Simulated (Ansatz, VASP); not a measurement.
**MgGaPSe: VASP beside Ansatz**

Aim: how closely do two programs agree when they are given the same cell, functional and k mesh? The cell is invented: As first built, before any earlier steps moved the atoms: it takes the ZnGaPS structure with some of its atoms replaced by other elements, volume scaled by an estimate. It may not be a known or stable phase. The cell comes out of earlier VASP steps on this material, which relaxed, scaled or displaced it; both programs get it as it stands.

Main program and level: Ansatz 0.2.0; plane waves, with VASP 6.6.1 beside it; elastic constants at PBEsol with D3(BJ).

In doubt: the dispersion correction can have small steps in the geometry for these elements, which bears on fits and elastic values.

### Step 1. Starting point

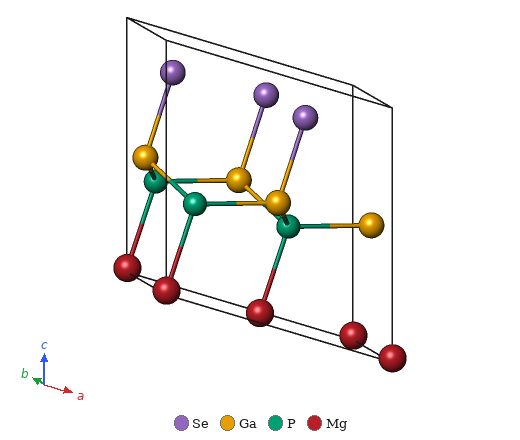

The cell as given, slightly off an axis (selenium purple, gallium orange, phosphorus teal, magnesium red). This picture shows the conventional cell, with its axes. Bonds to atoms that aren't drawn are left out. Some periodic images of atoms are drawn too.

As a file:

```
Se Ga P Mg
1.0
     3.39579   -1.96057    0.00027
     3.39579    1.96057    0.00027
    -2.26131    0.00000    6.69373
Se Ga P Mg
1 1 1 1
Direct
  0.61644 0.61644 0.85927
  0.49530 0.49530 0.49286
  0.12781 0.12781 0.39022
  0.00218 0.00218 0.01677
```

### Step 2. VASP: elastic constants, PBEsol with D3(BJ)

Elastic constants are differences of stresses under small strains, so they test the stress and the mesh.

Lines of VASP's logs that name or quote its potential files are left out, and so is its time.

INCAR reads:

```
SYSTEM = MgGaPSe
PREC = Accurate
ENCUT = 500
EDIFF = 1E-07
NELM = 100
ISMEAR = -1
SIGMA = 0.05
LREAL = .FALSE.
ALGO = Normal
GGA = PS
IVDW = 12
NBANDS = 19
LORBIT = 11
LWAVE = .FALSE.
LCHARG = .FALSE.
KPAR = 2
IBRION = 6
NFREE = 2
POTIM = 0.015
ISIF = 3
NSW = 1
```

POSCAR reads:

```
MgGaPSe
1.0
    3.3957904926     -1.9605671365      0.0002746655
    3.3957904926      1.9605671365      0.0002746655
   -2.2613127420      0.0000000000      6.6937267810
Se Ga P Mg
1 1 1 1
Direct
    0.6164393817      0.6164393817      0.8592685506
    0.4952956285      0.4952956285      0.4928603086
    0.1278096726      0.1278096726      0.3902155306
    0.0021781652      0.0021781652      0.0167696102
```

KPOINTS reads:

```
Automatic mesh
0
Gamma
7 7 4
0 0 0
```

The projector-augmented-wave data sets are Se, Ga_d, P and Mg (PBE family, release 64).

Command:

```console
mpirun -np 2 vasp_std
```

Numbers of over 12 decimals in the logs are rounded to 6 here.

What it wrote:

```text
[banner, memory and clock lines left out]
running    2 mpi-ranks, on    1 nodes
 distrk:  each k-point on    1 cores,    2 groups
 distr:  one band on    1 cores,    1 groups

 POSCAR found type information on POSCAR SeGaP Mg
 POSCAR found :  4 types and       4 ions
|                                                                             |
|               ----> ADVICE to this user running VASP <----                  |
|                                                                             |
|     You enforced a specific xc type in the INCAR file but a different       |
|     [... a line on the potential file left out ...]
|     I HOPE YOU KNOW WHAT YOU ARE DOING!                                     |
|                                                                             |

 LDA part: xc-table for (Slater+PW92), standard interpolation
 POSCAR, INCAR and KPOINTS ok, starting setup
 FFT: planning ... GRIDC
 FFT: planning ... GRID_SOFT
 FFT: planning ... GRID
 WAVECAR not read
 entering main loop
       N       E                     dE             d eps       ncg     rms          rms(c)
DAV:   1     0.157504862199E+03    0.15750E+03   -0.11709E+04  2292   0.151E+03
DAV:   2    -0.298964628425E+00   -0.15780E+03   -0.15171E+03  2530   0.340E+02
DAV:   3    -0.175862573513E+02   -0.17287E+02   -0.17004E+02  2768   0.966E+01
DAV:   4    -0.181367727096E+02   -0.55052E+00   -0.54938E+00  3051   0.176E+01
DAV:   5    -0.181469507724E+02   -0.10178E-01   -0.10175E-01  2832   0.217E+00    0.507E+00
DAV:   6    -0.175565751757E+02    0.59038E+00   -0.10618E+00  3485   0.169E+01    0.322E+00
DAV:   7    -0.174730907455E+02    0.83484E-01   -0.44429E-01  2714   0.358E+00    0.127E+00
DAV:   8    -0.174708673325E+02    0.22234E-02   -0.28553E-02  2823   0.214E+00    0.261E-01
DAV:   9    -0.174711834123E+02   -0.31608E-03   -0.29560E-03  3146   0.803E-01    0.126E-01
DAV:  10    -0.174712099190E+02   -0.26507E-04   -0.32146E-04  2706   0.125E-01    0.640E-02
DAV:  11    -0.174712787759E+02   -0.68857E-04   -0.65134E-05  2558   0.707E-02    0.260E-02
DAV:  12    -0.174712854257E+02   -0.66497E-05   -0.11779E-05  2707   0.245E-02    0.836E-03
DAV:  13    -0.174712855395E+02   -0.11383E-06   -0.22443E-06  2959   0.103E-02    0.197E-03
DAV:  14    -0.174712855586E+02   -0.19093E-07   -0.34523E-07  2593   0.609E-03
   1 F= -.18582316E+02 E0= -.18582316E+02  d E =-.692955E-08
[... from here on, the cycles between the ionic steps are left out ...]
   2 F= -.18574443E+02 E0= -.18574443E+02  d E =-.208919E-07
   3 F= -.18572123E+02 E0= -.18572123E+02  d E =-.320141E-08
  27 F= -.18581329E+02 E0= -.18581329E+02  d E =-.745292E-08
  28 F= -.18581259E+02 E0= -.18581259E+02  d E =-.743544E-08
  29 F= -.18581259E+02 E0= -.18581259E+02  d E =-.743590E-08
  30 F= -.18581212E+02 E0= -.18581212E+02  d E =-.678458E-08
  31 F= -.18581221E+02 E0= -.18581221E+02  d E =-.716606E-08
  32 F= -.18581662E+02 E0= -.18581662E+02  d E =-.694069E-08
  33 F= -.18581578E+02 E0= -.18581578E+02  d E =-.695094E-08
  34 F= -.18581620E+02 E0= -.18581620E+02  d E =-.694734E-08
  35 F= -.18581620E+02 E0= -.18581620E+02  d E =-.694729E-08
  36 F= -.18581401E+02 E0= -.18581401E+02  d E =-.776896E-08
 Finite differences progress:
  Degree of freedom:  18/ 18
  Displacement:        1/  2
  Total:              35/ 36
 bond charge predicted
       N       E                     dE             d eps       ncg     rms          rms(c)
DAV:   1    -0.174701331935E+02    0.23611E-03   -0.44712E-02  2280   0.107E+00    0.107E-01
DAV:   2    -0.174702511124E+02   -0.11792E-03   -0.20971E-03  3078   0.261E-01    0.467E-02
DAV:   3    -0.174702125340E+02    0.38578E-04   -0.88726E-05  2750   0.611E-02    0.286E-02
DAV:   4    -0.174701913776E+02    0.21156E-04   -0.73539E-05  2870   0.602E-02    0.106E-02
DAV:   5    -0.174701914063E+02   -0.28730E-07   -0.22640E-05  2942   0.290E-02    0.778E-03
DAV:   6    -0.174701916902E+02   -0.28393E-06   -0.47954E-06  2490   0.128E-02    0.459E-03
DAV:   7    -0.174701916083E+02    0.81950E-07   -0.29197E-07  2626   0.341E-03
  37 F= -.18581219E+02 E0= -.18581219E+02  d E =-.627721E-08
 Finite differences progress:
  Degree of freedom:  18/ 18
  Displacement:        2/  2
  Total:              36/ 36
```

Parts of OUTCAR (step 2):

```text
ion  position               nearest neighbor table
   1  0.616  0.616  0.859-   2 2.45   4 2.50   4 2.50   4 2.50
   2  0.495  0.495  0.493-   3 2.37   3 2.37   3 2.37   1 2.45
   3  0.128  0.128  0.390-   2 2.37   2 2.37   2 2.37   4 2.50
   4  0.002  0.002  0.017-   1 2.50   1 2.50   1 2.50   3 2.50

  LATTYP: Found a base centered monoclinic cell.
 ALAT       =     6.7915810074
 B/A-ratio  =     0.5773522054
 C/A-ratio  =     1.0403136265
 COS(beta)  =    -0.3199789895

 Subroutine GETGRP returns: Found  2 space group operations
 (whereof  2 operations were pure point group operations)

The static configuration has the point symmetry C_1h.

 Found     60 irreducible k-points:

   k-points           NKPTS =     60   k-points in BZ     NKDIM =     60   number of bands    NBANDS=     19

   dimension x,y,z NGX =    30 NGY =   30 NGZ =   54
   dimension x,y,z NGXF=    60 NGYF=   60 NGZF=  108

   ENCUT  =  500.0 eV  36.75 Ry    6.06 a.u.   7.15  7.15 12.88*2*pi/ulx,y,z

   NELECT =      26.0000    total number of electrons

 k-points in reciprocal lattice and weights: Automatic mesh
   0.00000000  0.00000000  0.00000000       0.005
   0.14285714 -0.00000000 -0.00000000       0.020
   0.28571429 -0.00000000  0.00000000       0.020
   0.42857143 -0.00000000  0.00000000       0.020
   0.14285714  0.14285714  0.00000000       0.010
   0.28571429  0.14285714  0.00000000       0.020
   0.42857143  0.14285714  0.00000000       0.020
  -0.42857143  0.14285714 -0.00000000       0.020
  -0.28571429  0.14285714  0.00000000       0.020
[...]
0.42857143  0.42857143  0.50000000       0.010
  -0.42857143  0.42857143  0.50000000       0.010

 Edisp (eV)   -1.11103

 average (electrostatic) potential at core
       1 -54.1641       2 -66.6118       3 -84.4314       4 -37.3998

 E-fermi :   3.6470

 k-point     1 :       0.0000    0.0000    0.0000
  band No.  band energies     occupation
    ...
      9       2.0056      2.00000
     10       2.0061      2.00000
     11       2.6457      2.00000
     12       2.8382      2.00000
     13       2.8387      2.00000
     14       4.3901      0.00000
     15       5.9602      0.00000
     16       7.4950      0.00000
     17       7.4959      0.00000
     18       8.0112      0.00000
    ...

 k-point     2 :       0.1429   -0.0000   -0.0000
  band No.  band energies     occupation
    ...
      9       0.9183      2.00000
     10       1.4871      2.00000
     11       1.8036      2.00000
     12       2.5065      2.00000
     13       2.5154      2.00000
[...]
...
      9      -0.1175      2.00000
     10       0.3670      2.00000
     11       1.2681      2.00000
     12       1.8185      2.00000
     13       2.3412      2.00000
     14       6.2468      0.00000
     15       7.1046      0.00000
     16       7.5974      0.00000
     17       8.3363      0.00000
     18       9.0464      0.00000
    ...

 Edisp (eV)   -1.11103

  Total       0.14037     0.13576    -0.02136     0.00000     0.00000     0.00067
  in kB       2.52323     2.44034    -0.38403     0.00000     0.00000     0.01201
  external pressure =        1.53 kB  Pullay stress =        0.00 kB

  energy-cutoff  :      500.00
  volume of cell :       89.13
      direct lattice vectors                 reciprocal lattice vectors
     3.395790493 -1.960567136  0.000274666     0.147237098 -0.255028247  0.049740471
     3.395790493  1.960567136  0.000274666     0.147237098  0.255028247  0.049740471
    -2.261312742  0.000000000  6.693726781    -0.000012083  0.000000000  0.149389527

 POSITION                                       TOTAL-FORCE (eV/Angst)
 -----------------------------------------------------------------------------------
      2.24352      0.00000      5.75205         0.001258      0.000000     -0.039724
      2.24933      0.00000      3.29934         0.000382      0.000000     -0.032536
     -0.01437      0.00000      2.61207        -0.004105      0.000000     -0.066117
     -0.02313      0.00000      0.09725         0.002465      0.000000      0.138377
 -----------------------------------------------------------------------------------
    total drift:                               -0.000029      0.000000     -0.000193

  FREE ENERGIE OF THE ION-ELECTRON SYSTEM (eV)
  ---------------------------------------------------
  free  energy   TOTEN  =       -18.5812194659 eV

  energy  without entropy=      -18.5812194597  energy(sigma->0) =      -18.58121946

  SYMMETRIZED ELASTIC MODULI (kBar)
 Direction    XX          YY          ZZ          XY          YZ          ZX
 --------------------------------------------------------------------------------
 XX        1442.4962    361.9845    233.7327      0.0000      0.0000    235.4177
 YY         361.9845   1438.8091    232.1378      0.0000      0.0000   -235.0293
 ZZ         233.7327    232.1378   1573.4616      0.0000      0.0000      0.6170
 XY           0.0000      0.0000      0.0000    538.8049   -234.9937      0.0000
 YZ           0.0000      0.0000      0.0000   -234.9937    337.7573      0.0000
 ZX         235.4177   -235.0293      0.6170      0.0000      0.0000    337.0505
 --------------------------------------------------------------------------------

 Eigenvectors and eigenvalues of the dynamical matrix
 ----------------------------------------------------

   1 f  =   11.139541 THz    69.991799 2PiTHz  371.575083 cm-1    46.069418 meV
             X         Y         Z           dx          dy          dz
      2.243523  0.000000  5.752048    -0.001626   -0.000000   -0.044603
      2.249329  0.000000  3.299344     0.004800    0.000000    0.027388
     -0.014370  0.000000  2.612066    -0.008894   -0.000000   -0.645003
     -0.023128  0.000000  0.112252     0.004615    0.000000    0.762303

   2 f  =   10.250643 THz    64.406690 2PiTHz  341.924647 cm-1    42.393234 meV
             X         Y         Z           dx          dy          dz
      2.243523  0.000000  5.752048     0.007158    0.000000   -0.001219
      2.249329  0.000000  3.299344    -0.544694   -0.000000    0.001163
     -0.014370  0.000000  2.612066     0.837776    0.000000   -0.006348
     -0.023128  0.000000  0.112252    -0.035810   -0.000000    0.007951

   3 f  =   10.246961 THz    64.383553 2PiTHz  341.801820 cm-1    42.378006 meV
             X         Y         Z           dx          dy          dz
      2.243523  0.000000  5.752048     0.000000   -0.006877   -0.000000
      2.249329  0.000000  3.299344    -0.000000    0.545066    0.000000
     -0.014370  0.000000  2.612066     0.000000   -0.837637   -0.000000
     -0.023128  0.000000  0.112252    -0.000000    0.034921    0.000000

   4 f  =    9.020317 THz    56.676323 2PiTHz  300.885385 cm-1    37.305016 meV
             X         Y         Z           dx          dy          dz
      2.243523  0.000000  5.752048     0.488262    0.000000   -0.000331
      2.249329  0.000000  3.299344     0.015923    0.000000   -0.000763
     -0.014370  0.000000  2.612066    -0.031145   -0.000000   -0.002190
     -0.023128  0.000000  0.112252    -0.871983   -0.000000    0.004012

   5 f  =    9.015583 THz    56.646578 2PiTHz  300.727477 cm-1    37.285438 meV
             X         Y         Z           dx          dy          dz
      2.243523  0.000000  5.752048     0.000000   -0.488307   -0.000000
      2.249329  0.000000  3.299344     0.000000   -0.015492    0.000000
     -0.014370  0.000000  2.612066    -0.000000    0.030282   -0.000000
     -0.023128  0.000000  0.112252    -0.000000    0.872009   -0.000000

   6 f  =    7.732934 THz    48.587457 2PiTHz  257.942911 cm-1    31.980831 meV
             X         Y         Z           dx          dy          dz
      2.243523  0.000000  5.752048     0.001120    0.000000    0.256566
      2.249329  0.000000  3.299344    -0.000662    0.000000    0.475785
     -0.014370  0.000000  2.612066    -0.000450   -0.000000   -0.641229
     -0.023128  0.000000  0.112252    -0.000778   -0.000000   -0.544634

   7 f  =    6.772854 THz    42.555094 2PiTHz  225.918075 cm-1    28.010259 meV
             X         Y         Z           dx          dy          dz
      2.243523  0.000000  5.752048     0.001527    0.000000   -0.738415
      2.249329  0.000000  3.299344    -0.000924    0.000000    0.656346
     -0.014370  0.000000  2.612066    -0.002009   -0.000000    0.144470
     -0.023128  0.000000  0.112252     0.000508   -0.000000    0.055435

   8 f  =    1.620938 THz    10.184655 2PiTHz   54.068680 cm-1     6.703659 meV
             X         Y         Z           dx          dy          dz
      2.243523  0.000000  5.752048    -0.000000   -0.608201   -0.000000
      2.249329  0.000000  3.299344     0.000000    0.604155    0.000000
     -0.014370  0.000000  2.612066     0.000000    0.383821   -0.000000
     -0.023128  0.000000  0.112252    -0.000000   -0.343176    0.000000

   9 f  =    1.612158 THz    10.129485 2PiTHz   53.775792 cm-1     6.667345 meV
             X         Y         Z           dx          dy          dz
      2.243523  0.000000  5.752048     0.613157   -0.000000    0.005389
      2.249329  0.000000  3.299344    -0.599702    0.000000    0.001477
     -0.014370  0.000000  2.612066    -0.380341    0.000000    0.003372
     -0.023128  0.000000  0.112252     0.345964   -0.000000    0.001668

  10 f/i=    0.001491 THz     0.009369 2PiTHz    0.049741 cm-1     0.006167 meV
             X         Y         Z           dx          dy          dz
      2.243523  0.000000  5.752048    -0.584227    0.000000    0.214319
      2.249329  0.000000  3.299344    -0.548840    0.000000    0.201233
     -0.014370  0.000000  2.612066    -0.365778    0.000000    0.134309
     -0.023128  0.000000  0.112252    -0.324140    0.000000    0.118856

  11 f/i=    0.009619 THz     0.060439 2PiTHz    0.320861 cm-1     0.039782 meV
             X         Y         Z           dx          dy          dz
      2.243523  0.000000  5.752048     0.000000   -0.625780    0.000000
      2.249329  0.000000  3.299344     0.000000   -0.581085    0.000000
     -0.014370  0.000000  2.612066     0.000000   -0.387464    0.000000
     -0.023128  0.000000  0.112252     0.000000   -0.347292    0.000000

  12 f/i=    0.010941 THz     0.068741 2PiTHz    0.364937 cm-1     0.045246 meV
             X         Y         Z           dx          dy          dz
      2.243523  0.000000  5.752048     0.210379    0.000000    0.583921
      2.249329  0.000000  3.299344     0.205338    0.000000    0.549171
     -0.014370  0.000000  2.612066     0.136473    0.000000    0.365829
     -0.023128  0.000000  0.112252     0.116545    0.000000    0.324014

 ELASTIC MODULI CONTR FROM IONIC RELAXATION (kBar)
 Direction    XX          YY          ZZ          XY          YZ          ZX
 --------------------------------------------------------------------------------
 XX        -295.8253     79.0487    156.3859      0.0000     -0.0000   -161.8712
 YY          79.0487   -291.7538    159.6933     -0.0000      0.0000    163.1057
 ZZ         156.3859    159.6933   -264.9967     -0.0000      0.0000     -0.4212
 XY           0.0000     -0.0000     -0.0000   -186.1564    162.1471      0.0000
 YZ          -0.0000      0.0000      0.0000    162.1471   -149.0990     -0.0000
 ZX        -161.8712    163.1057     -0.4212      0.0000     -0.0000   -149.9075
 --------------------------------------------------------------------------------

 TOTAL ELASTIC MODULI (kBar)
 Direction    XX          YY          ZZ          XY          YZ          ZX
 --------------------------------------------------------------------------------
 XX        1146.6709    441.0332    390.1186      0.0000     -0.0000     73.5465
 YY         441.0332   1147.0553    391.8311     -0.0000      0.0000    -71.9236
 ZZ         390.1186    391.8311   1308.4649     -0.0000      0.0000      0.1959
 XY           0.0000     -0.0000     -0.0000    352.6485    -72.8465      0.0000
 YZ          -0.0000      0.0000      0.0000    -72.8465    188.6583     -0.0000
 ZX          73.5465    -71.9236      0.1959      0.0000     -0.0000    187.1430
 --------------------------------------------------------------------------------

 total charge
# of ion       s       p       d       tot
------------------------------------------
    1        1.436   2.524   0.018   3.978
    2        0.862   0.792  10.014  11.668
    3        1.017   1.511   0.000   2.528
    4        0.184   0.164   0.038   0.386
--------------------------------------------------
tot          3.499   4.991  10.070  18.560
```

(Part 1 of 2 ends here.)

[Lines on the potential files, build, host, timing and source positions are cut from VASP's logs without a mark.]

[Logs are printed without paths, hosts, clocks, repeated set-up lines and the standing remarks that a program may print on its own settings, such as how far it seeks lower states.]

[Hosts, paths, dates, database ids (printed as entryN), source tags and the programs' standing remarks are cut or masked in the printed files.]
